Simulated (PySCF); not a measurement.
# C₆H₁₄BNSi (SMILES NB[C@]1(C2CC2)CC[SiH2]1): what the fields show

The calculation's input:

```
{"job": {"kind": "nmr", "xc": "PBE0", "basis": "pcSseg-1"}, "charge": 0, "multiplicity": 1}
N     -2.318067    -1.368016    -0.128612
B     -0.976980    -1.548623    -0.415726
C      0.034626    -0.340240    -0.257403
C     -0.625139     0.994108    -0.515855
C     -1.273178     1.781461     0.582605
C     -0.019063     2.288655    -0.064600
C      1.356910    -0.516323    -1.056688
C      2.276471    -1.075187     0.044736
Si     1.015689    -0.594359     1.389136
H     -2.700741    -0.482158     0.158063
H     -3.010401    -2.095498    -0.178843
H     -0.616567    -2.617339    -0.743467
H     -1.126957     1.032346    -1.479778
H     -2.199828     2.302110     0.384370
H     -1.195791     1.397074     1.589702
H     -0.092140     3.148580    -0.714565
H      0.894945     2.259023     0.507864
H      1.717990     0.450837    -1.407976
H      1.260705    -1.174785    -1.920267
H      3.265109    -0.622046     0.066671
H      2.414778    -2.149930    -0.051087
H      1.366002     0.589302     2.182462
H      0.546874    -1.632007     2.312277
```

Command:

```sh
OMP_NUM_THREADS=1 python probes_run.py task.json out
```

Geometry: GFN2-xTB.

Computed with PBE0/pcSseg-1, SCF density, gas phase, non-relativistic in PySCF 2.14.0.

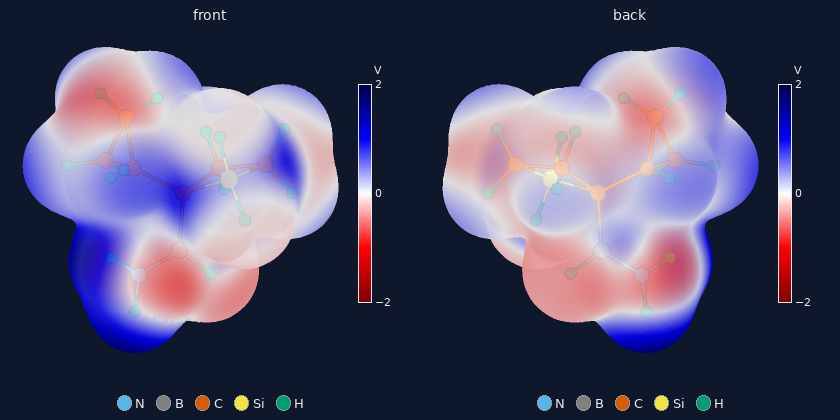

Figure 1. The molecular electrostatic potential painted on the density surface at 0.002 e/bohr³, seen from the front and from behind; red is negative and blue positive.

Describe the electrostatic potential map.

Answer. The most negative region (about −0.6 V) lies over N1, the most positive (about +1.7 V) over H11.

What dipole moment does the calculation give?

Answer. Its dipole moment is 1.57 D.

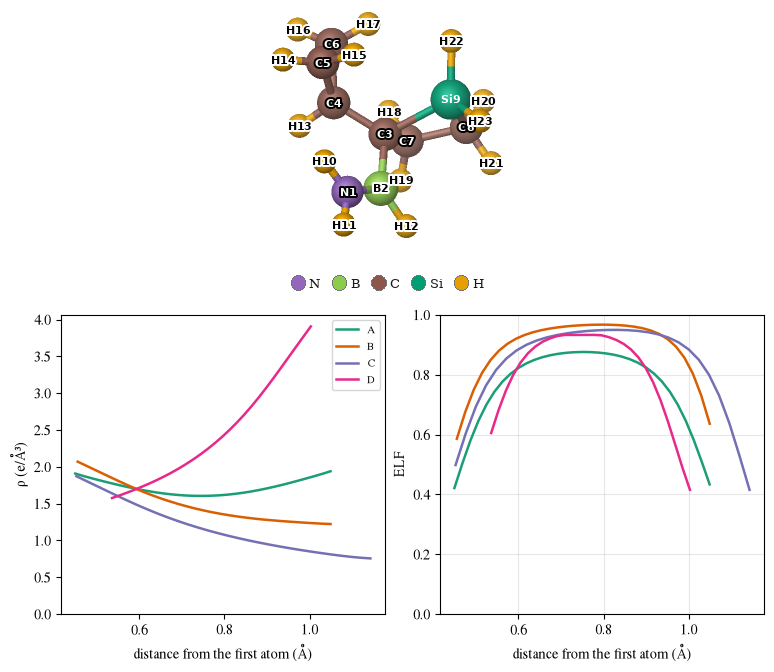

Figure 2. Total electron density and ELF along straight lines between neighbouring atoms. The curves leave out the atomic cores. The structure is drawn too.

Which curve belongs to which contact (B–N, C–B, C–C and C–Si)? The first atom named is at distance zero.

Answer. Curve A: C–C (1.50 Å): the density is about 1.6 e/Å³ at the midpoint; the ELF peaks at about 0.90 between the atoms; localised, covalent bonding. Curve B: C–B (1.58 Å): ρ at the midpoint is about 1.4 e/Å³; the ELF peaks at about 0.95 between the atoms; a covalent bond. Curve C: C–Si (1.90 Å): ρ at the midpoint is about 0.9 e/Å³; the ELF peaks at about 0.95 between the atoms (a covalent bond). Curve D: B–N (1.38 Å): ρ at the midpoint is about 2 e/Å³; the ELF peaks at about 0.95 between the atoms (a polar covalent bond).
